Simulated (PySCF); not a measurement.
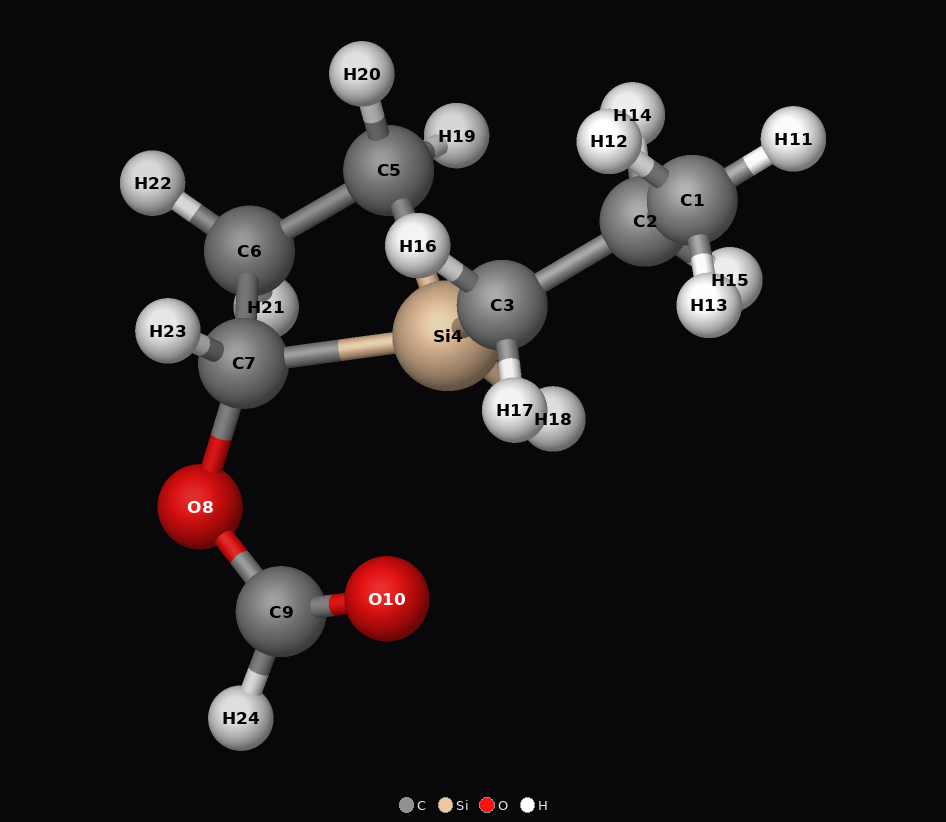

The geometry was computed by an optimisation with GFN2-xTB. No frequency run is at hand to confirm it as a minimum. Electric field gradients from the ground-state density, PBE0/pcSseg-1 (PySCF 2.14.0), non-relativistic apart from any core potentials.

Give the largest field-gradient component, the quadrupole coupling constant and the asymmetry for 17O at O8 (Q = −25.6 mb), 17O at O10 (Q = −25.6 mb), 2H at H11 (Q = 2.86 mb), 2H at H12 (Q = 2.86 mb).

| atom | V_zz (a.u.) | e²qQ/h (MHz) | η |
| --- | --- | --- | --- |
| O8 | 1.506 | −9.06 | 0.22 |
| O10 | −1.469 | 8.84 | 0.08 |
| H11 | 0.316 | 0.213 | 0.01 |
| H12 | 0.315 | 0.212 | 0.02 |

The geometry is semi-empirical. Around Si such bond lengths and angles can be off by a tenth of an ångström or more and by several degrees, and values that hang on the shape move with them.
